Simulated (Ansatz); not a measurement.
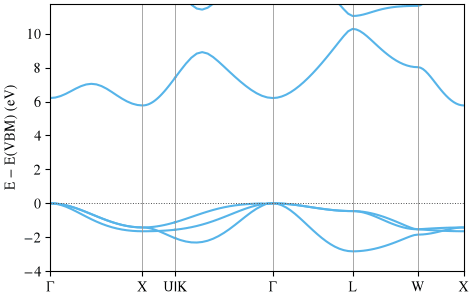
*Band structure from r²SCAN in the plane-wave PAW code Ansatz*

Question: Read off the gap and where the band edges lie.

Answer: About 5.8 eV (5.77 eV by a search for the band edges); maximum at Γ, minimum at X.

The material is Li$_{2}$O (anti-fluorite, Fm-3m).

The r²SCAN relaxation kept the symmetry of its start. The volume moved by -21 % from the start of the relaxation. The volume fell by over 15 % from the filed cell, which may lack light atoms or belong to other conditions.

Potentials: the later of the program's two PAW sets.
